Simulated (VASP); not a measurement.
Band structure of NaCl (rock salt). Level of theory: PBE GGA, VASP's PBE PAW potentials (set 64) (plane waves; VASP).

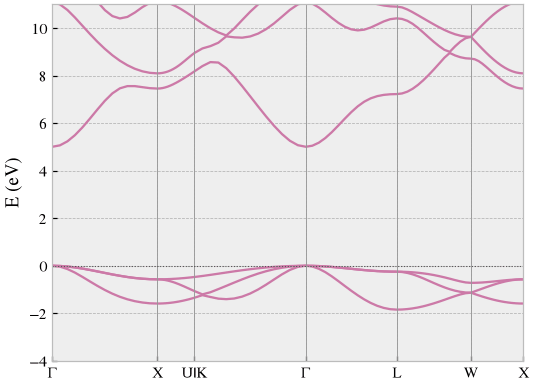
Figure. Bands along high-symmetry lines, zero at the valence-band maximum or, without a gap, the Fermi level

Problem. Read the plot: is there a gap, and where are the band edges?

Solution. The gap is direct, 5.01 eV, from the valence maximum at Γ to the conduction minimum at Γ. (Edges off the drawn lines would not show.)

Measured: gap 8.97 eV (computed value off by -3.96 eV), as given by Wei Chen et al., Physical Review Materials (2018), doi:10.1103/physrevmaterials.2.073803.

The compound is NaCl in the rock salt structure. It was relaxed first.
